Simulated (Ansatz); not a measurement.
**What Eu on a Ti site, symmetric start does to TiN**

The reference is a 24-atom supercell of TiN in the rock salt structure (space group Fm-3m, No. 225; a = 4.204 Å) at its relaxed geometry.

Modification: one Ti atom is replaced by Eu, atoms relaxed at fixed cell.

Calculations: PBEsol/PAW in Ansatz (an electronic-structure program), no SOC. Γ-centred 7×5×7 mesh, Fermi–Dirac width 0.05 eV.

```yaml
pressure: 13.7 GPa (base 0.0 GPa)
total_moment_of_the_cell: 6.1 μB
energy_gained_by_relaxation: 1.27 eV
largest_displacement_of_a_host_atom_from_its_site_in_the_perfect_cell: 0.13 Å
mean_distance_from_the_defect_site_to_its_nearest_host_atoms: 2.23 Å (base 2.10 Å)
```

Final structure:

```
EuTi11N12
1.0
    0.00000     4.20396     4.20396
    4.20396    -4.20396     4.20396
    4.20396     4.20396     0.00000
N Eu Ti
12 1 11
Direct
  0.00000   0.99979   0.00000
  0.98079   0.98808   0.50960
  0.15706   0.34525   0.15706
  0.15706   0.34525   0.68587
  0.33333   0.66667   0.33333
  0.33333   0.66667   0.83333
  0.50960   0.98808   0.98079
  0.50960   0.98808   0.50960
  0.68587   0.34525   0.15706
  0.66667   0.33354   0.66667
  0.83333   0.66667   0.33333
  0.83333   0.66667   0.83333
  0.33333   0.16667   0.33333
  0.33333   0.16667   0.83333
  0.50156   0.50299   0.50156
  0.50156   0.50299   0.99689
  0.66667   0.82744   0.66667
  0.66978   0.83035   0.16511
  0.83333   0.16667   0.33333
  0.83333   0.16667   0.83333
  0.99689   0.50299   0.50156
  0.00000   0.50589   0.00000
  0.16511   0.83035   0.66978
  0.16511   0.83035   0.16511
```

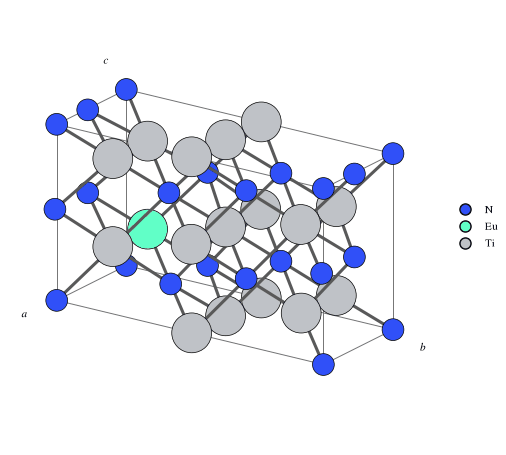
Figure. The relaxed cell after the change

Other magnetic orders, which the real material may have, were not ruled out. The state of the 4f shell was not checked for lower solutions. The cell is small, so the values are those of an ordered compound at a high defect concentration; dilute-limit values will differ. The defect started on the symmetric site and kept its symmetry, so it may sit on a saddle. Spin-polarised in the final run: Eu on a Ti site; the other runs are not. An odd electron count without spin: TiN. The defect cell is spin-polarised and ends with 6.1 μB.
